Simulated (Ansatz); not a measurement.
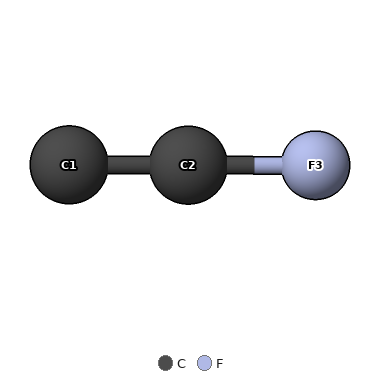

The system is C₂F, SMILES [C-]#CF, charge −1; the picture shows the reference structure. 
- The first coordinate is: bond length C1–C2; the second: bond length C2–F3.
- Nothing is relaxed (all other coordinates rigid).
- Grid: 15 × 15 points.
- All energies are given in eV relative to the relaxed molecule at the same level.
- Energies and slopes of some neighbouring points disagree (a jump in structure or state, or too coarse a mesh). The restricted reference is unstable at some or all points, so the energies there are unreliable.
- All numbers below come from RHF-MP2, frozen core/def2-TZVPD in Ansatz.

Its coordinates:

```xyz
3

C     0.5254    1.0971    0.4102
C     0.0109    0.0243    0.0087
F    -0.5363   -1.1214   -0.4190
```

Range: bond length C1–C2 from 1.030 to 1.883 Å; bond length C2–F3 from 1.125 to 1.742 Å.

What landscape does the calculation give?

The lowest grid point is at bond length C1–C2 = 1.274 Å, bond length C2–F3 = 1.346 Å, 0.012 eV from the relaxed molecule at the same level. The highest grid point, bond length C1–C2 = 1.883 Å, bond length C2–F3 = 1.742 Å, lies 7.59 eV above the lowest.

```
bond length C2–F3 ↓, bond length C1–C2 →  1.030  1.091  1.152  1.213  1.274  1.335  1.396  1.457  1.518  1.579  1.640  1.701  1.762  1.822  1.883
                                   1.742   4.69   2.98   1.99   1.50   1.35   1.45   1.70   2.04   2.43   2.86   3.29   3.74   4.97   6.47   7.61
                                   1.698   4.46   2.76   1.78   1.30   1.17   1.28   1.53   1.89   2.29   2.71   3.15   3.60   4.75   6.26   7.41
                                   1.654   4.23   2.54   1.57   1.10   0.98   1.10   1.37   1.73   2.14   2.57   3.01   3.45   4.52   6.05   7.21
                                   1.610   4.00   2.32   1.36   0.90   0.79   0.92   1.20   1.57   1.99   2.42   2.87   3.31   4.30   5.84   7.01
                                   1.566   3.77   2.11   1.15   0.71   0.61   0.75   1.04   1.41   1.84   2.28   2.73   3.18   4.08   5.63   6.81
                                   1.522   3.57   1.91   0.96   0.52   0.43   0.58   0.88   1.27   1.70   2.15   2.61   3.06   3.86   5.43   6.62
                                   1.478   3.38   1.73   0.79   0.36   0.28   0.43   0.74   1.14   1.58   2.04   2.50   2.95   3.66   5.24   6.44
                                   1.434   3.22   1.57   0.64   0.22   0.15   0.31   0.63   1.03   1.48   1.95   2.41   2.87   3.47   5.07   6.28
                                   1.390   3.10   1.46   0.54   0.12   0.05   0.22   0.55   0.96   1.41   1.89   2.36   2.83   3.30   4.91   6.14
                                   1.346   3.04   1.41   0.49   0.07   0.01   0.19   0.52   0.93   1.40   1.88   2.36   2.83   3.29   4.79   6.03
                                   1.302   3.06   1.43   0.51   0.10   0.04   0.22   0.56   0.98   1.45   1.93   2.42   2.90   3.37   4.72   5.97
                                   1.258   3.18   1.54   0.63   0.22   0.17   0.35   0.69   1.11   1.59   2.08   2.57   3.05   3.53   4.72   5.98
                                   1.213   3.43   1.80   0.88   0.48   0.42   0.61   0.95   1.38   1.85   2.35   2.85   3.34   3.82   4.80   6.07
                                   1.169   3.86   2.22   1.30   0.90   0.84   1.03   1.37   1.80   2.28   2.77   3.27   3.77   4.26   4.99   6.29
                                   1.125   4.50   2.86   1.94   1.53   1.47   1.66   1.99   2.42   2.90   3.40   3.91   4.41   4.90   5.38   6.66
```

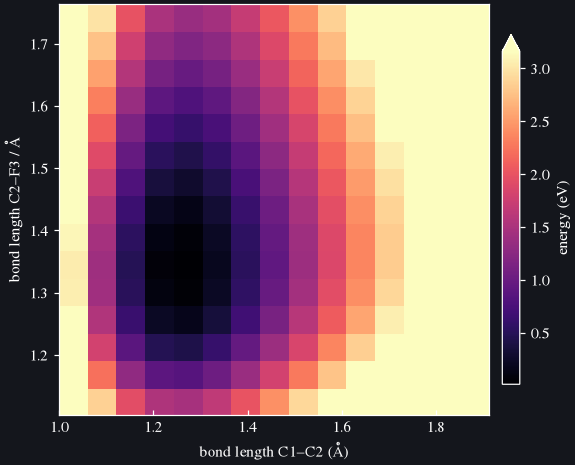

Drawn: one coloured cell a grid point, one colour for all values above the top of the scale.

Time for the 225 points that were run: 45 min on 1 thread of Arm Neoverse N1, with other jobs on the host.
